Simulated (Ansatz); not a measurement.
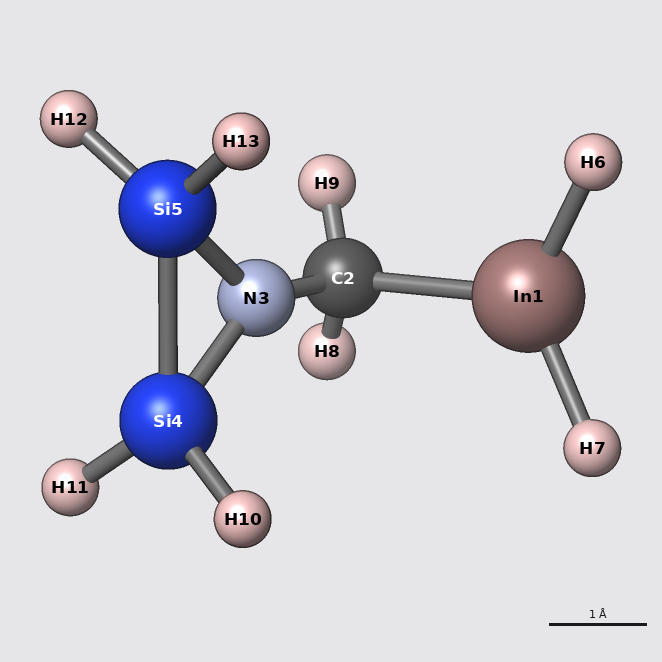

(Drawn from a calculation with Ansatz.)

Numbered structure. State: charge +1, doublet. Geometry: the geometry of the neutral molecule.

**Describe the coordination of atom 2.**

C2 has 4 neighbours (In1 at 2.18, N3 at 1.46, H8 at 1.09, H9 at 1.09 Å); the arrangement is tetrahedral.

**How are the neighbours of atom 1 arranged?**

In1 has 3 neighbours (C2 at 2.18, H6 at 1.73, H7 at 1.73 Å); the arrangement is trigonal planar.

**Which bond is the longest?**

Si4–Si5, 2.226 Å.

**What is the dihedral angle In1–C2–N3–Si5?**

97° in size, that is about perpendicular.
